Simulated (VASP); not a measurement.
Band structure of ZrN (rock salt). Calculation: AM05 GGA, VASP's PBE PAW potentials (set 64) (plane waves; VASP 6.6.1).

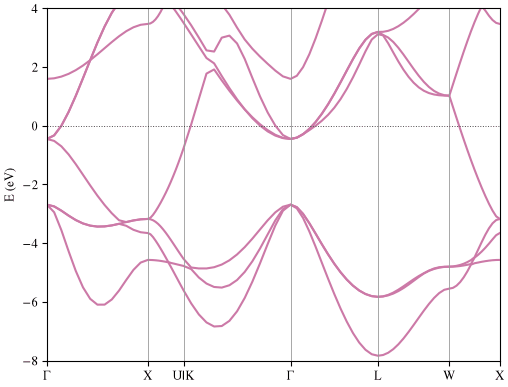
Fig. 1. Bands along high-symmetry lines, zero at the valence-band maximum or, without a gap, the Fermi level

**Question.** Read the plot: is there a gap, and where are the band edges?

**Answer.** It has no gap at this level: it comes out as a metal or semimetal. (Edges off the drawn lines would not show.)

The compound is ZrN in the rock salt structure. It was relaxed first. The electron count is odd and the run is not spin-polarised, which forces a metal.
